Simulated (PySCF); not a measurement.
## Electronic structure of C₄H₆O₂ (SMILES C=CCC(=O)O) in real space

| atom | x (Å) | y (Å) | z (Å) |
| --- | --- | --- | --- |
| C | -1.9498 | 0.4640 | 0.0203 |
| C | -0.9666 | -0.2920 | -0.4278 |
| C | 0.2137 | -0.7123 | 0.4008 |
| C | 1.4540 | -0.0908 | -0.1998 |
| O | 1.9991 | -0.4498 | -1.2070 |
| O | 1.8764 | 0.9567 | 0.5176 |
| H | -1.9726 | 0.8245 | 1.0357 |
| H | -2.7778 | 0.7468 | -0.6065 |
| H | -0.9505 | -0.6409 | -1.4512 |
| H | 0.3201 | -1.7980 | 0.3598 |
| H | 0.1044 | -0.3764 | 1.4308 |
| H | 2.6509 | 1.3675 | 0.1012 |

Geometry: GFN2-xTB.

Computed with PBE0/def2-SVPD, SCF density, gas phase (PySCF 2.14.0).

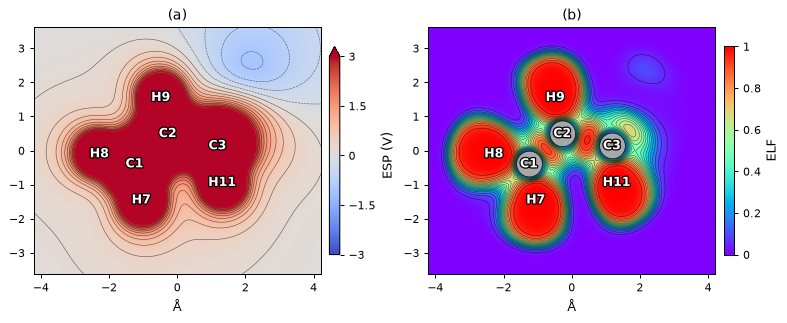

Figure 1. (a) electrostatic potential; (b) ELF on the plane of atoms C1, C2 and C3. Grey discs cover the atomic cores in the ELF map.

> Interpret the plot.

- The section cuts through C and H sites.
- C–C (1.32 Å): the ELF peaks at about 0.90 between the atoms (a short, multiple covalent bond).
- C–C (1.50 Å): the ELF peaks at about 0.95 between the atoms (a covalent bond).
- C–H (1.08 Å): the ELF climbs to about 1 towards the hydrogen, as it does in any bond to H (an ordinary covalent bond to hydrogen).
- Outside the dense part of the molecule the potential is most negative (−1.0 V) near O5, which lies off the plane.

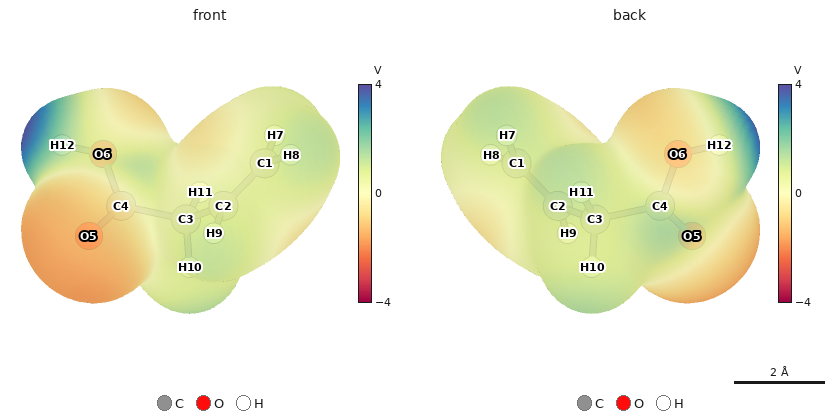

Figure 2. The molecular electrostatic potential painted on the density surface at 0.004 e/bohr³, seen from the front and from behind; the colour scale runs from red (negative) to blue (positive).

> Which sites attract a positive test charge, and which a negative one?

A positive charge is drawn to the negative regions and a negative charge to the positive ones. The most negative region (about −1.8 V) lies over O5, the most positive (about +3.7 V) over H12. O5 is the likeliest acceptor of a hydrogen bond.
